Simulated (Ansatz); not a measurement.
# Calculations on BH2O2F

Part 1: Relaxation

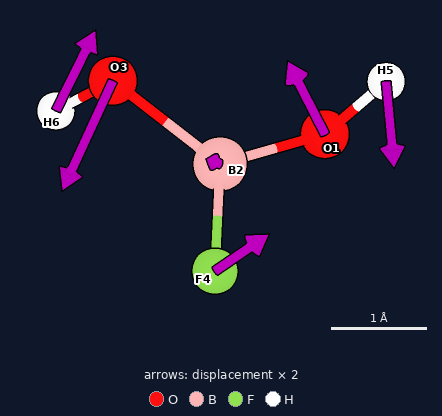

A relaxation of BH2O2F (coarse preliminary run). The starting structure is drawn; purple arrows show the displacements, 2 times their true length. The two geometries are superimposed by the best rigid fit.

The picture is a ball-and-stick view, seen from a free direction.

Method: Ansatz 0.2.0, RKS PBE-D4/def2-SVP.

Input file:
```yaml
crystal:
  periodic: [false, false, false]
  atoms:
    - {symbol: O, position_ang: [-0.892600, 0.900800, -0.126500]}
    - {symbol: B, position_ang: [-0.123300, -0.262800, -0.078300]}
    - {symbol: O, position_ang: [1.238300, -0.173900, 0.345700]}
    - {symbol: F, position_ang: [-0.609000, -1.526300, -0.453400]}
    - {symbol: H, position_ang: [-0.804300, 1.286900, -1.073300]}
    - {symbol: H, position_ang: [1.232900, -0.288700, 1.339500]}
basis:
  gaussian: {orbitals: def2-SVP}
hamiltonian: {xc: pbe, dispersion: d4}
relax: {f_tol: 0.03, max_steps: 250}
```

Question: Which element moves most?

Answer: Oxygen: up to 0.66 Å, against 0.49 Å for hydrogen.

Question: What happened in the run?

Answer: The optimiser took 11 steps. The atom that moves furthest after the best rigid fit is O3 (0.66 Å). Largest moves by element: O 0.66 Å, H 0.49 Å, F 0.37 Å, B 0.10 Å. Among the contacts that change: B2–O3 1.429 → 1.362 Å, B2–F4 1.405 → 1.346 Å, O1–H5 1.026 → 0.973 Å, O3–H6 1.000 → 0.973 Å. Among the angles between lasting bonds that change: B2–O3–H6 106.4° → 110.9°, B2–O1–H5 107.3° → 111.7°, O1–B2–F4 123.4° → 120.5°. Groups turn about B2–O3 by about 90°, O1–B2 by about 90°. The run took about 23 core-seconds on a shared host.

Part 2: A change

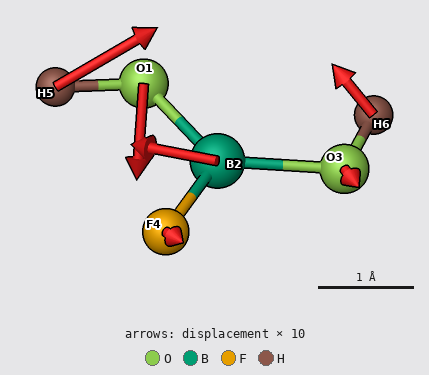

BH$_{2}$O$_{2}$F. The red arrows show how the atoms are displaced, magnified 10 times. A ball-and-stick model, seen from a free direction.

Computed with Ansatz 0.2.0, RHF-CCSD(T), frozen core/def2-TZVPP. 

Q: What was done to the structure, and with what result?

A: All atoms are moved at random (σ = 0.09 Å) from the PBE0-D4/def2-TZVP minimum. Energy change: +24.1 kcal/mol. The largest force is 11 eV/Å, on B2. The forces point partly back along the displacements (cosine −0.65). At other levels of theory the same distortion costs 24.2 kcal/mol (RKS PBE-D4/def2-TZVPP), 23.7 kcal/mol (RKS r2SCAN-D4/def2-TZVPP), 23.7 kcal/mol (RKS PBE0-D4/def2-TZVPP), 23.9 kcal/mol (RKS wB97M-V/def2-TZVPP). Some distances before and after: O1–B2 1.360 → 1.224 Å, B2–O3 1.352 → 1.454 Å, O1–H5 0.960 → 0.868 Å, O3–H6 0.960 → 0.999 Å. Bond angles that change, for instance: O3–B2–F4 117.9° → 109.3°, B2–O3–H6 112.5° → 104.5°.

Part 3: Distortion

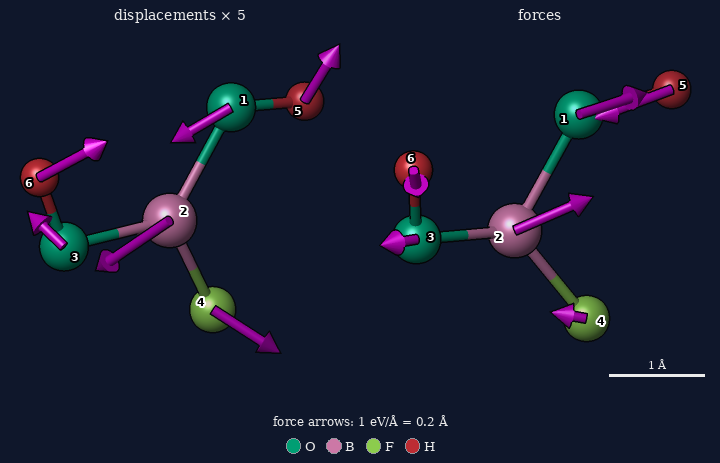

Left: BH2O2F, with purple arrows for the displacements applied to it. Right: the displaced structure with the computed forces. Style: ball-and-stick. Shown at a tilt.

All numbers below come from RKS PBE-D4/def2-TZVPP in Ansatz 0.2.0. 

Question: Describe the distortion and the response.

Answer: All atoms are moved at random (σ = 0.12 Å) from the PBE0-D4/def2-TZVP minimum. It costs 1.227 eV. The largest force is 4.8 eV/Å, on H5. The forces point partly back along the displacements (cosine −0.63). At other levels of theory the same distortion costs 1.389 eV (RKS r2SCAN-D4/def2-TZVPP), 1.439 eV (RKS PBE0-D4/def2-TZVPP), 1.402 eV (RKS wB97M-V/def2-TZVPP), 1.434 eV (RHF-CCSD(T), frozen core/def2-TZVPP). Near-neighbour distances before and after: O1–H5 0.960 → 1.136 Å, O3–H6 0.960 → 1.026 Å, O1–B2 1.360 → 1.423 Å, B2–F4 1.333 → 1.384 Å. Bond angles that change, for instance: O3–B2–F4 117.9° → 134.0°, O1–B2–O3 121.6° → 107.8°.
